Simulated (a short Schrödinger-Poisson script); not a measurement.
Stack: symmetric double-gate stack, SiO2 on p-type Si(100), at 300 K.

```tsv
layer	material	thickness (nm)	Na (cm⁻³)
1	SiO2	4	-
2	Si	4	5e17
3	SiO2	4	-
```

Constants are typed, rounded textbook-type inputs, not results; the design itself was drawn at random and stands for no fabricated device. SiO2: permittivity 3.9, conduction-band edge (eV) 3.15, gap (eV) 9, electron mass (mₑ) 0.5. Si: permittivity 11.7, conduction-band edge (eV) 0, gap (eV) 1.124, Nv at 300 K (cm⁻³) 3.1e19.

Channel valleys (confinement mass, in-plane density-of-states mass, number): Δ2 0.916, 0.19, 2; Δ4 0.19, 0.417, 4. At the gates, both at one voltage, the conduction-band edge of layer 1 lies 3.7 eV − eVg above the Fermi level of the channel. Gaps are held at their typed values at every temperature. Mesh 0.03 nm at interfaces.

Solved with a short Schrödinger-Poisson script written for these runs: 1D Poisson equation in equilibrium, electrons quantum, Hartree (BenDaniel-Duke, 12 states a valley, the channel's in-plane mass for all, wave functions free to enter the dielectric), parabolic valleys, classical holes, full ionisation, no traps, pinning or gate leakage.

Only gate voltages with over 1e8 electrons/cm² are shown.

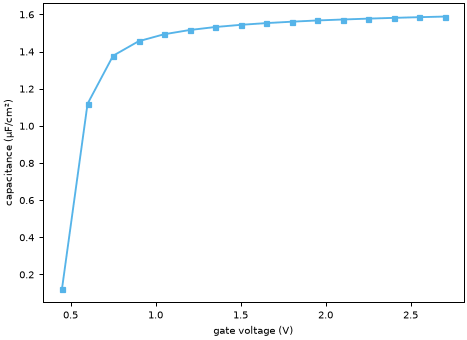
Quasi-static capacitance against gate voltage

| Vg (V) | electrons (cm⁻²) | C (μF/cm²) | Δ2 E0 (meV) | Δ2 E1 (meV) | Δ4 E0 (meV) | Δ4 E1 (meV) |
|---|---|---|---|---|---|---|
| 0.45 | 2.15e10 | 0.125 | 145.7 | 216.1 | 207.6 | 467.2 |
| 0.75 | 1.83e12 | 1.38 | 28.6 | 95.6 | 89.7 | 345.0 |
| 1.05 | 4.54e12 | 1.49 | 2.3 | 64.5 | 62.4 | 311.7 |
| 1.35 | 7.38e12 | 1.53 | -12.6 | 45.0 | 46.7 | 290.0 |
| 1.65 | 1.03e13 | 1.55 | -23.1 | 30.2 | 35.5 | 273.2 |
| 1.95 | 1.32e13 | 1.57 | -31.3 | 17.9 | 26.8 | 259.1 |
| 2.25 | 1.61e13 | 1.58 | -38.2 | 7.3 | 19.7 | 246.8 |
| 2.55 | 1.91e13 | 1.59 | -44.2 | -2.1 | 13.7 | 235.9 |

Subbands count from the Fermi level. The capacitance is that of both gates.
